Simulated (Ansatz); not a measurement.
C3H6FNO (SMILES CCOC(=N)F)

```xyz
12

C    -0.0404   -1.6392    1.0867
C     0.3477   -0.5825    0.0751
O    -0.5858    0.4937    0.1776
C    -0.4241    1.5377   -0.6412
N     0.4202    1.7887   -1.5359
F    -1.3864    2.4068   -0.3714
H     0.6626   -2.4847    1.0361
H    -1.0545   -2.0160    0.8861
H    -0.0189   -1.2275    2.1068
H     1.3665   -0.1991    0.2664
H     0.3261   -0.9858   -0.9538
H     1.1107    1.0498   -1.6550
```

Computed with Ansatz, RKS B3LYP-D4/def2-SVP.

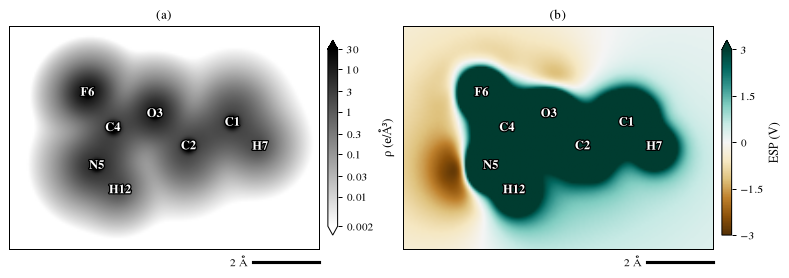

Figure 1. (a) total electron density; (b) molecular electrostatic potential on the plane of atoms O3, C4 and F6.

Q: What do the fields say about this system?

A:
- Atoms in the plane: C, O, N, F and H.
- C–N (1.26 Å): the density is about 2.9 e/Å³ at the midpoint.
- C–F (1.32 Å): the density is about 2.4 e/Å³ at the midpoint.
- C–O (1.34 Å): ρ at the midpoint is about 2.5 e/Å³.
- C–C (1.51 Å): ρ at the midpoint is about 1.7 e/Å³.
- N–H (1.02 Å): the density is about 2.8 e/Å³ at the midpoint.
- Outside the dense part of the molecule the potential is most negative (−2.8 V) near N5.

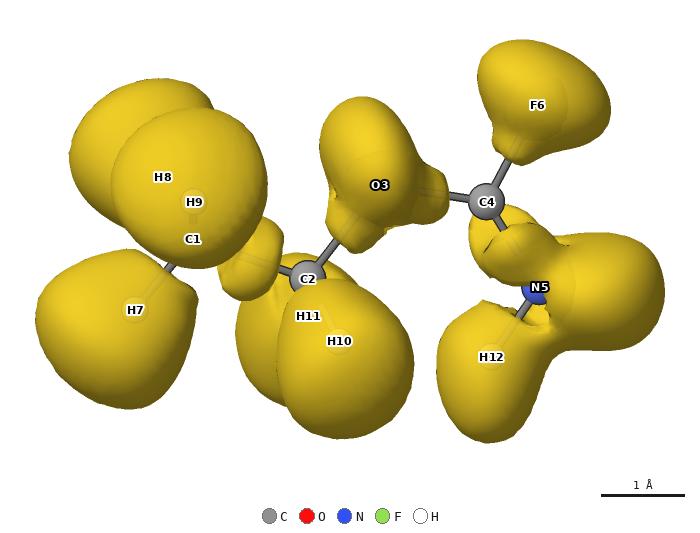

Figure 2. Isosurface of the electron localisation function at 0.75 (yellow), seen at a tilt. Only the valence region is drawn (cores and ρ < 0.01 e/Å³ removed).

Q: What do the ELF domains correspond to?

A: The surface consists of one region between bonded C–C atoms (shared pairs), five regions around hydrogen nuclei, one region on F in which the atom's valence shell and bonds are merged, one region on O in which the atom's valence shell and bonds are merged and one joined region spread over several atoms (H, N), in which their bonds and any lone pairs are merged. Profiles from the grid: C–N (1.26 Å): the ELF peaks at about 0.90 between the atoms: a multiple bond. C–F (1.32 Å): the ELF peaks at about 0.85 between the atoms: a polar covalent bond.

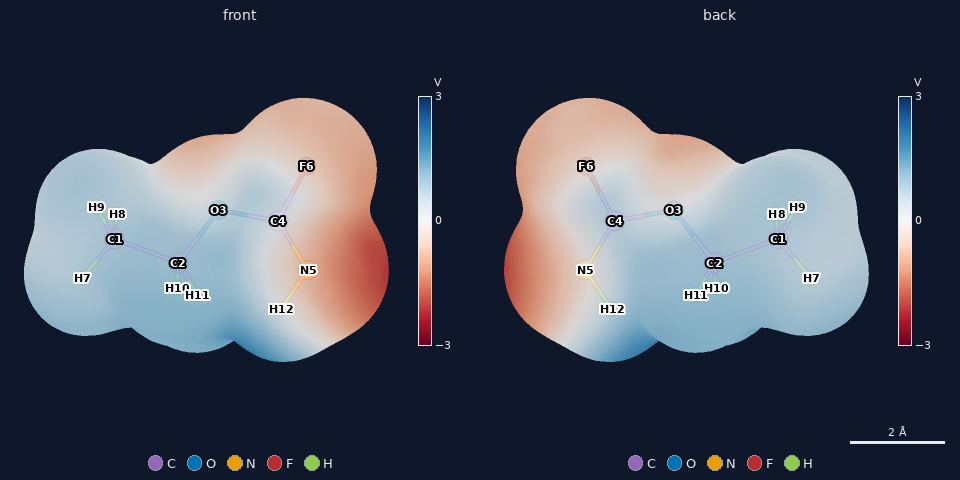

Figure 3. The electrostatic potential painted on the density surface at 0.002 e/bohr³, seen from the front and from behind; the colour scale runs from red (negative) to blue (positive).

Q: Describe the electrostatic potential map.

A: The most negative region (about −2.0 V) lies over N5, the most positive (about +1.8 V) over H12. N5 is the likeliest acceptor of a hydrogen bond.

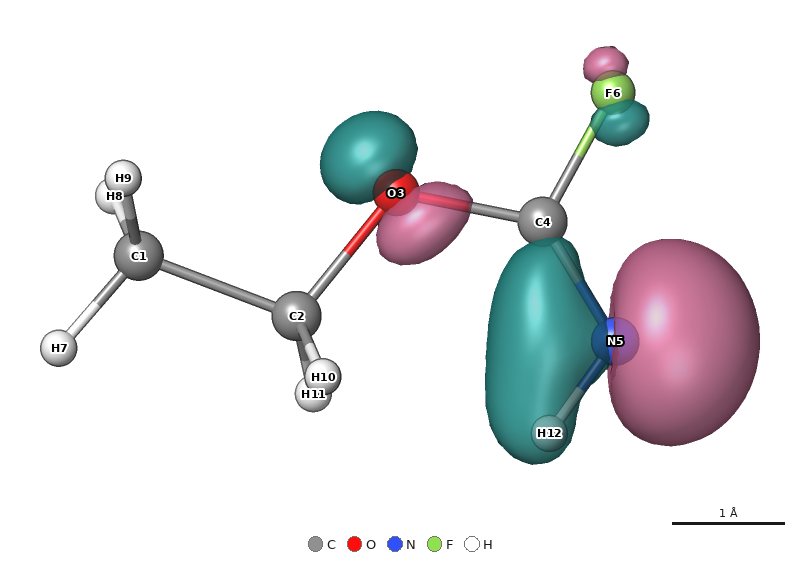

Figure 4. The HOMO−1 at ±0.2 Å⁻³ᐟ² (teal and pink are the two phases), seen across its widest extent.

Q: Where does this orbital lie, and at what energy?

A: It lies mainly on N5 (about 70 %), O3 (about 10 %) and C4 (about 10 %); largely a lone pair of N5. Its energy is −7.93 eV.
